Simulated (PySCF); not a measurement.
## Run report: Cd²⁺, atomic calculation

Cd²⁺, configuration 1s2 2s2 2p6 3s2 3p6 3d10 4s2 4p6 4d10, multiplicity 1. Computed at this level: unrestricted PBE, def2-QZVPPD with ECP28, scalar-relativistic core potential (PySCF).

## Key numbers

| quantity | value |
| --- | --- |
| outcome | converged |
| total energy (valence electrons, under a core potential) | −166.814277 hartree |
| static polarisability | 5.65 bohr³ |
| C₆ of the like pair | 28.6 hartree bohr⁶ |
| SCF iterations | 5 |
| hardware | 1 CPU thread, shared host |
| CPU time | 4.2 s (integrals apart) |

## Input file
```python
from pyscf import gto, scf, dft, mp, cc
mol = gto.M(atom="Cd 0 0 0", charge=2, spin=0, symmetry="D2h",
            basis="def2-QZVPPD",
            ecp="def2-QZVPPD")
mf = dft.UKS(mol, xc="PBE")
mf.irrep_nelec = {'Ag': (3, 3), 'B1g': (1, 1), 'B2g': (1, 1), 'B3g': (1, 1), 'B1u': (1, 1), 'B2u': (1, 1), 'B3u': (1, 1)}
mf.kernel()
```

The script is an equivalent of what the driver set up; the driver started from orbitals of its own, so the log can be shorter than this script's would be, and it computed the properties (radii, ⟨L²⟩, response) afterwards. It held the occupations shell by shell, which the script's counts by irreducible representation don't always enforce.

## Log (extracts)
```
damping factor = 0
level_shift factor = 0
DIIS = <class 'pyscf.scf.diis.CDIIS'>
diis_start_cycle = 1
diis_space = 10
diis_damp = 0
SCF conv_tol = 1e-09
SCF conv_tol_grad = None
number electrons alpha = 9  beta = 9
XC functionals = PBE
    J. P. Perdew, K. Burke, and M. Ernzerhof.,  Phys. Rev. Lett. 77, 3865 (1996)
    J. P. Perdew, K. Burke, and M. Ernzerhof.,  Phys. Rev. Lett. 78, 1396 (1997)
    J. P. Perdew, K. Burke, and M. Ernzerhof.,  Phys. Rev. Lett. 77, 3865 (1996)
    J. P. Perdew, K. Burke, and M. Ernzerhof.,  Phys. Rev. Lett. 78, 1396 (1997)
cycle= 1 E= -166.812401212216  delta_E= -0.00505  |g|= 0.09  |ddm|= 0.164
cycle= 2 E= -166.811799154986  delta_E= 0.000602  |g|= 0.111  |ddm|= 0.0636
cycle= 3 E= -166.814274573021  delta_E= -0.00248  |g|= 0.00344  |ddm|= 0.0347
cycle= 4 E= -166.81427747625  delta_E= -2.9e-06  |g|= 1.62e-05  |ddm|= 0.00112
cycle= 5 E= -166.814277476303  delta_E= -5.23e-11  |g|= 2.34e-07  |ddm|= 5.52e-06
converged SCF energy = -166.814277476303  <S^2> = -2.3092639e-14  2S+1 = 1
```

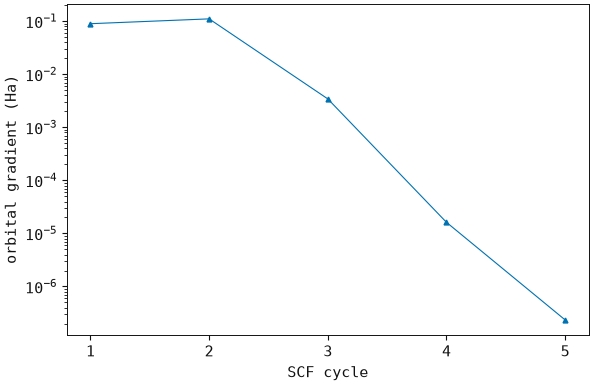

Convergence: orbital gradient against the SCF cycle. The residual falls almost steadily, with no more than small rises or pauses. It goes from 0.090 to 2.3×10⁻⁷ in 5 steps.

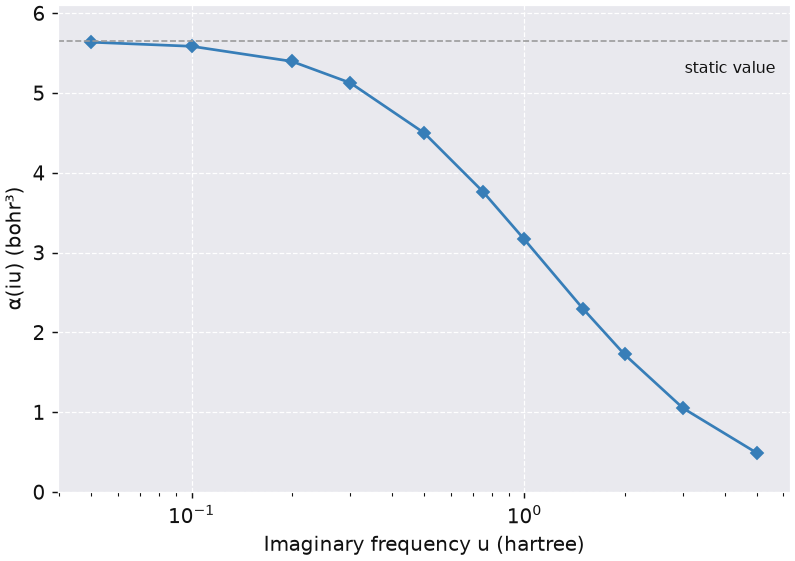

Dipole polarisability at imaginary frequency of Cd²⁺ ([Kr] 4d¹⁰). Coupled response at the PBE level; PySCF, def2-QZVPPD with a 28-electron core potential, unrestricted single determinants, no spin-orbit coupling. The static dipole polarisability is 5.65 bohr³; α(iu) falls to half of it near u = 1.2 hartree. The Casimir–Polder integral gives C₆ = 28.6 hartree bohr⁶ for two such species.

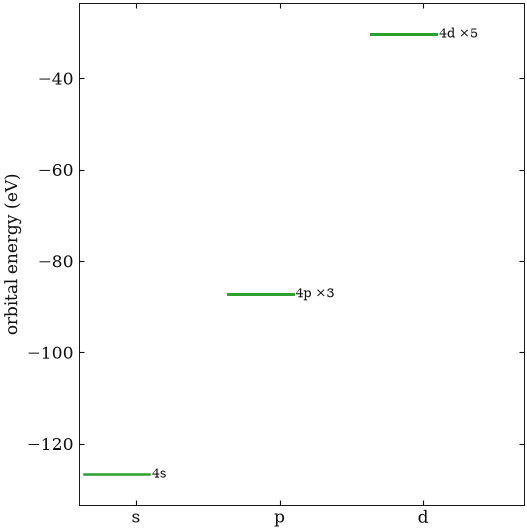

Orbital energies of the mean field, from the top down to −126.7 eV, by angular momentum; ×n counts the orbitals under one label. The highest filled orbital is 4d at −30.3 eV, the lowest empty one s at −21.4 eV.
